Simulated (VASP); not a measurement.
Band structure of PtAs2 (space group Pa-3). Computed with PBEsol GGA, VASP's PBE PAW potentials (set 64) (plane waves; VASP).

Unless said otherwise, spin-orbit coupling is left out, though it shifts the bands of the heavy elements here.

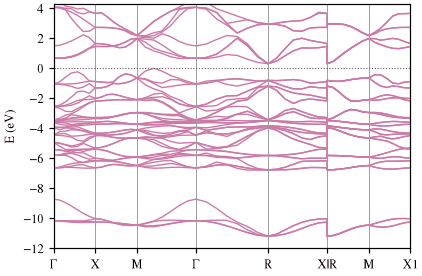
*Bands along high-symmetry lines, zero at the valence-band maximum or, without a gap, the Fermi level*

Problem. Read the plot: is there a gap, and where are the band edges?

Solution. The gap is indirect, 0.31 eV, from the valence maximum at M-Γ at 0.29 to the conduction minimum at R.

The structure is a typed PtAs2 crystal. The cell was not relaxed at this level.
